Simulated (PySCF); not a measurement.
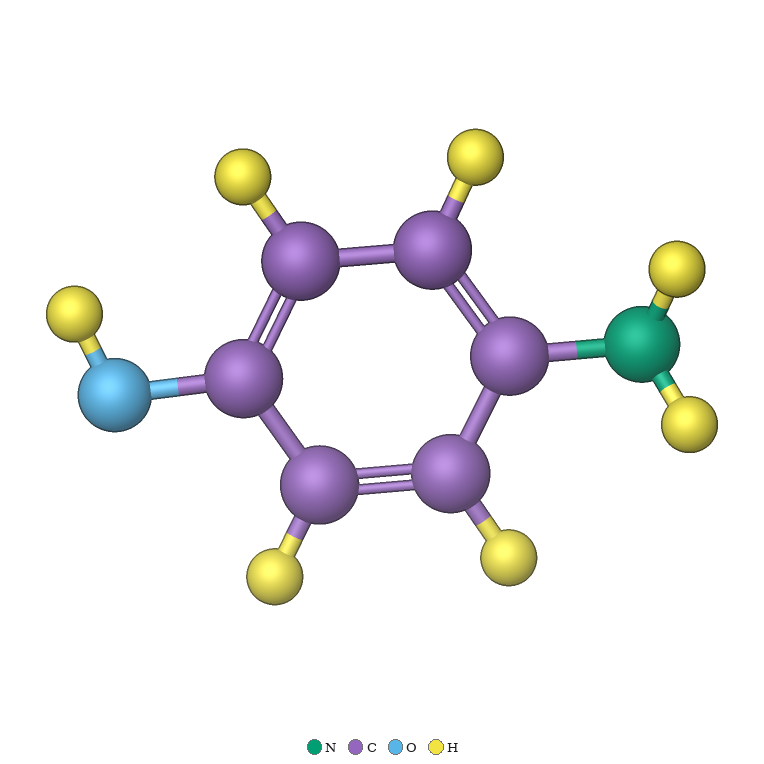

The picture shows a molecular structure as a ball-and-stick model.

The geometry was computed by an optimisation with PBE0-D3(BJ)/def2-TZVP. No frequency run is at hand to confirm it as a minimum.

Question: Give the formula.

Answer: C₆H₇NO, 15 atoms: 6 carbon, 7 hydrogen, 1 nitrogen and 1 oxygen.

Question: Name some functional groups or characteristic bonds that it holds.

Answer: Among them: phenol.

Question: Write the SMILES.

Answer: Nc1ccc(O)cc1

More results for the same structure follow; atom numbers are the same in all pictures, views and colours differ.

**Shape**

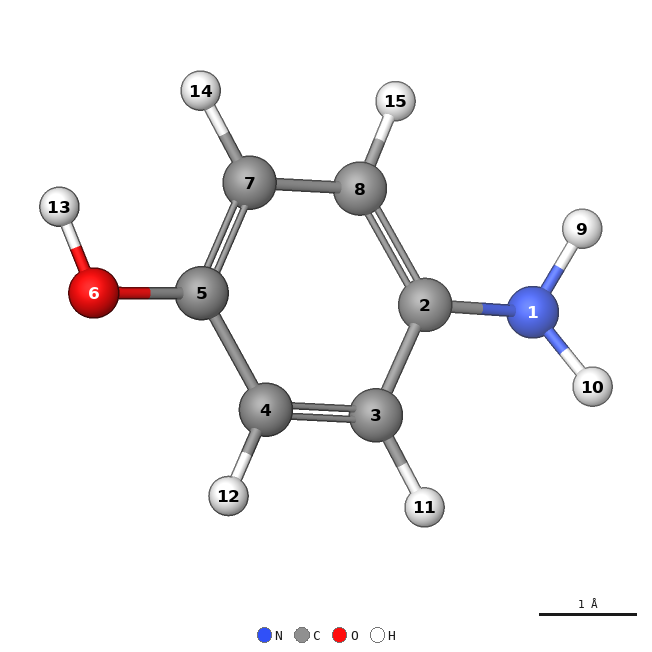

The atoms are numbered. No frequency run is at hand to confirm it as a minimum.

What are the angles N1–C2–C8, C2–C3–C4, C2–C3–H11, C2–C8–H15, C3–C4–C5, C4–C3–H11, C4–C5–O6, C4–C5–C7, C5–O6–H13, O6–C5–C7, C7–C8–H15, C8–C7–H14?

```csv
angle,degrees
N1–C2–C8,121.1
C2–C3–C4,121.2
C2–C3–H11,119.5
C2–C8–H15,119.7
C3–C4–C5,120.3
C4–C3–H11,119.3
C4–C5–O6,118.0
C4–C5–C7,119.0
C5–O6–H13,109.0
O6–C5–C7,123.0
C7–C8–H15,119.4
C8–C7–H14,119.5
```

**Charges**

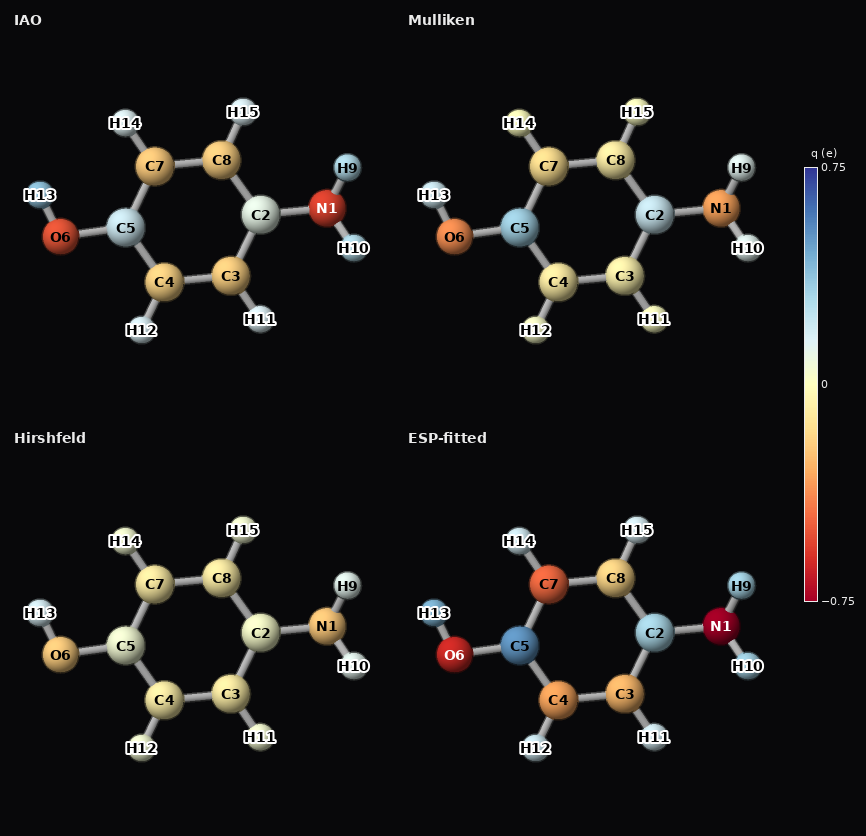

Atomic charges of one calculation by 4 schemes, on one colour scale. No frequency run is at hand to confirm it as a minimum. Level of theory: PBE0/pcSseg-2 (PySCF 2.14.0).

Question: Which scheme gives the most polar picture (largest mean size of the charges)?

Answer: The ESP-fitted charges are the largest in size here, and the Hirshfeld charges the smallest.

Question: On which atom do the schemes disagree most?

Answer: On N1 (from −0.75 to −0.21 e).

List the charges (e), one line for each set of equivalent atoms.

```json
{"atom": "N1", "IAO": "−0.55", "Mulliken": "−0.32", "Hirshfeld": "−0.21", "ESP-fitted": "−0.75"}
{"atom": "C2", "IAO": "0.11", "Mulliken": "0.21", "Hirshfeld": "0.03", "ESP-fitted": "0.30"}
{"atom": "C3", "IAO": "−0.19", "Mulliken": "−0.05", "Hirshfeld": "−0.07", "ESP-fitted": "−0.26"}
{"atom": "C4", "IAO": "−0.18", "Mulliken": "−0.08", "Hirshfeld": "−0.07", "ESP-fitted": "−0.31"}
{"atom": "C5", "IAO": "0.20", "Mulliken": "0.32", "Hirshfeld": "0.05", "ESP-fitted": "0.50"}
{"atom": "O6", "IAO": "−0.50", "Mulliken": "−0.37", "Hirshfeld": "−0.20", "ESP-fitted": "−0.61"}
{"atom": "C7", "IAO": "−0.21", "Mulliken": "−0.14", "Hirshfeld": "−0.08", "ESP-fitted": "−0.45"}
{"atom": "C8", "IAO": "−0.19", "Mulliken": "−0.07", "Hirshfeld": "−0.07", "ESP-fitted": "−0.18"}
{"atom": "H9", "IAO": "0.27", "Mulliken": "0.13", "Hirshfeld": "0.12", "ESP-fitted": "0.31"}
{"atom": "H10", "IAO": "0.27", "Mulliken": "0.13", "Hirshfeld": "0.12", "ESP-fitted": "0.32"}
{"atom": "H11", "IAO": "0.15", "Mulliken": "0.01", "Hirshfeld": "0.05", "ESP-fitted": "0.18"}
{"atom": "H12", "IAO": "0.16", "Mulliken": "0.02", "Hirshfeld": "0.05", "ESP-fitted": "0.19"}
{"atom": "H13", "IAO": "0.37", "Mulliken": "0.20", "Hirshfeld": "0.17", "ESP-fitted": "0.41"}
{"atom": "H14", "IAO": "0.14", "Mulliken": "0.00", "Hirshfeld": "0.05", "ESP-fitted": "0.19"}
{"atom": "H15", "IAO": "0.15", "Mulliken": "0.01", "Hirshfeld": "0.05", "ESP-fitted": "0.17"}
```

**Ring current**

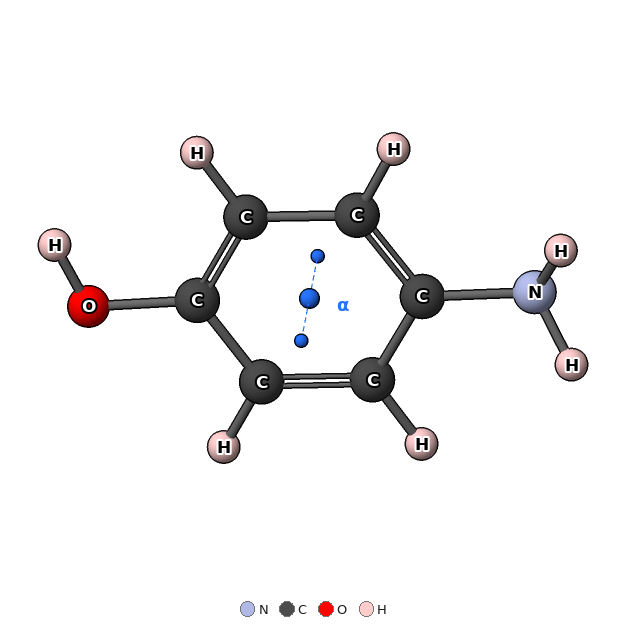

The small points mark where nucleus-independent chemical shifts (NICS) were computed: at the centre of each lettered ring and 1 Å above and below it. No frequency run is at hand to confirm it as a minimum. Properties computed with GIAO WP04/pcSseg-2 NMR shielding, non-relativistic, IEF-PCM chloroform (PySCF 2.14.0).

Give NICS(0), NICS(1) and the out-of-plane component NICS(1)zz for each ring (means of the two sides).

| ring | members | NICS(0) | NICS(1) | NICS(1)zz |
| --- | --- | --- | --- | --- |
| α | C6 | −9.7 | −8.9 | −23.7 |

Values in ppm.

Question: What do the values say about the ring currents?

Answer: Ring α: diatropic, as in an aromatic ring. NICS is one index among several.

**NMR shielding**

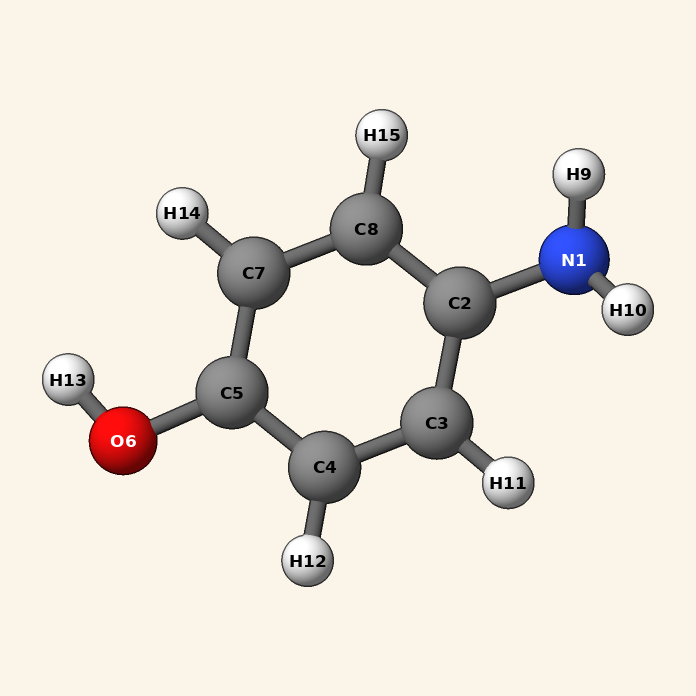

No frequency run is at hand to confirm it as a minimum. Method: GIAO WP04/pcSseg-2 NMR shielding, non-relativistic, IEF-PCM chloroform (PySCF 2.14.0). Principal shieldings σ11 ≤ σ22 ≤ σ33, span Ω = σ33 − σ11, skew κ = 3(σiso − σ22)/Ω.

Give the shielding tensors of the O atoms.

```tsv
atom	σ11	σ22	σ33	σiso	Ω	κ
O6	174.5	220.8	264.1	219.8	89.7	−0.03
```

Shieldings and span in ppm.

Mulliken values depend strongly on the basis set and can even reverse the polarity of a bond.
